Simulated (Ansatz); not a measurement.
N₂···GeH₄ (SMILES N#N.[GeH4])

Input file:

```
crystal:
  periodic: [false, false, false]
  atoms:
    - {symbol: N, position_ang: [-1.174403, 0.279179, -3.216340]}
    - {symbol: N, position_ang: [-0.643697, 0.616708, -2.326831]}
    - {symbol: Ge, position_ang: [0.363852, -0.177762, 1.107654]}
    - {symbol: H, position_ang: [0.208577, -1.403681, 0.197819]}
    - {symbol: H, position_ang: [1.488061, 0.718369, 0.573453]}
    - {symbol: H, position_ang: [0.710515, -0.641606, 2.529371]}
    - {symbol: H, position_ang: [-0.953003, 0.608792, 1.134974]}
basis:
  gaussian: {orbitals: "def2-TZVPPD.json"}
hamiltonian: {xc: pbe0, dispersion: d4}
output: {orbitals: {seedname: orbitals}}
```

Launched as:

```sh
ansatz run in.yaml --threads 4 --pin off --events-out ev --progress --plain --max-ram 9574MiB
```

Geometry: PBE0-D4/def2-TZVP.

Theory: Ansatz 0.2.0, RKS PBE0-D4/def2-TZVPPD.

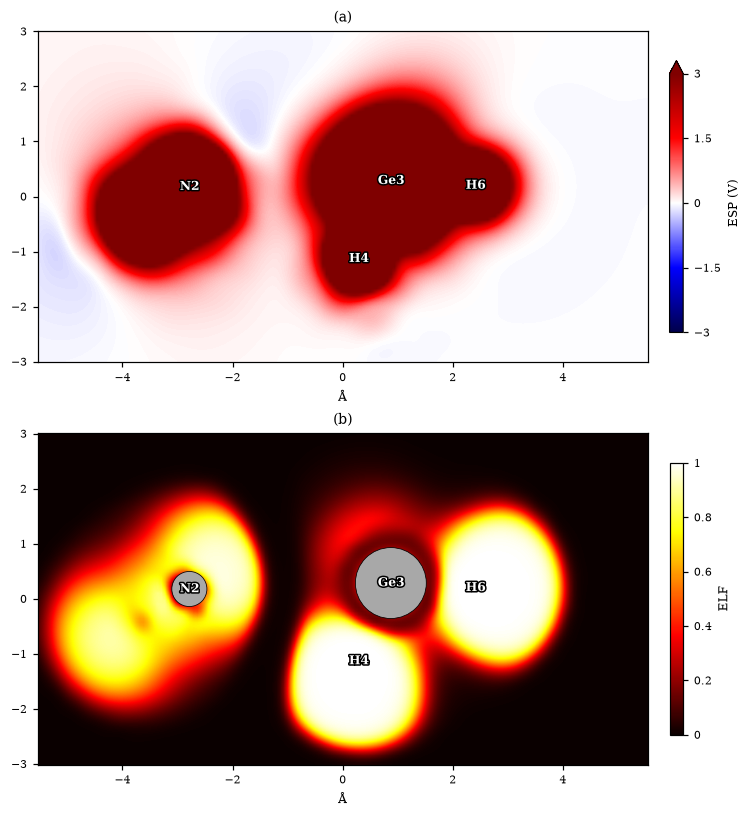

Figure 1. (a) electrostatic potential; (b) ELF on the plane of atoms H4, Ge3 and H6. Grey discs cover the atomic cores in the ELF map.

### Describe what can be read from this map.

- The section cuts through N, Ge and H sites.
- Ge3···N2 (3.67 Å): the ELF dips to about 0 between them; a non-bonded, intermolecular contact.
- Ge–H (1.53 Å): the ELF climbs to about 1 towards the hydrogen.
- The ELF also peaks beside N1, away from the bonds: lone-pair regions.
- The potential has no marked negative region in this plane.

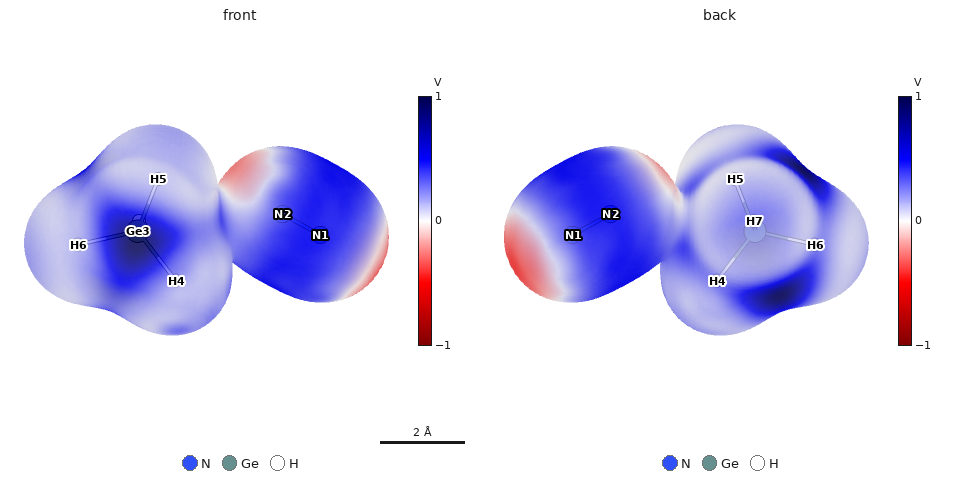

Figure 2. The electrostatic potential painted on the density surface at 0.002 e/bohr³, seen from the front and from behind; red is negative and blue positive.

### Where is the surface potential most negative and most positive?

The most negative region (about −0.4 V) lies over N1, the most positive (about +1.0 V) over Ge3.

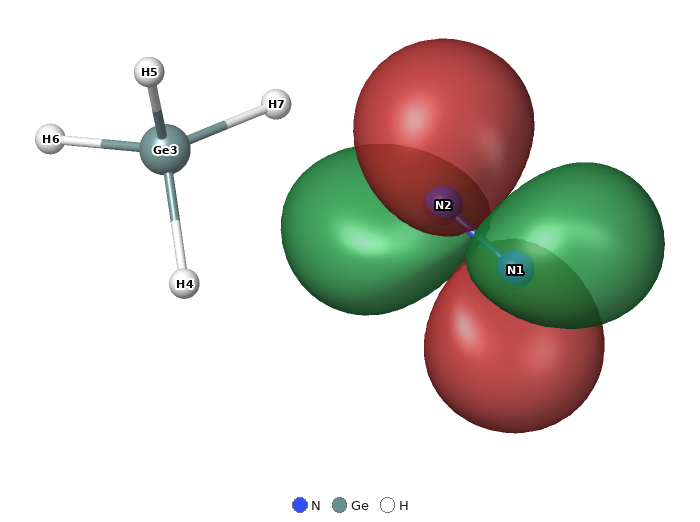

Figure 3. The LUMO at ±0.08 Å⁻³ᐟ² (green and red are the two phases), seen at a tilt.

### What is the character of this orbital?

By Hirshfeld shares it lies mainly on N1 (about 50 %) and N2 (about 50 %); π-antibonding (π*) across N1–N2. Its energy is −0.55 eV.
